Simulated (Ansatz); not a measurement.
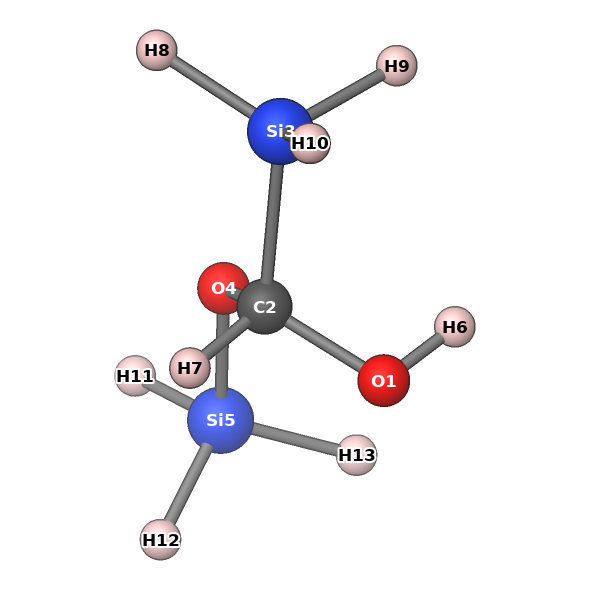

O4 lies behind C2. The molecule seen a little off the C2–O4 bond, C2 in front. Depth is shown by fading: the farther an atom, the more it takes the colour of the background. The computed structure is the end point of a PBE-D4/def2-SVP optimisation. No frequency run is at hand to confirm it as a minimum.

Q: What is the torsion angle Si3–C2–O4–Si5? The sign is positive where the front bond must turn clockwise to cover the back bond.

A: 171°, antiperiplanar (anti).
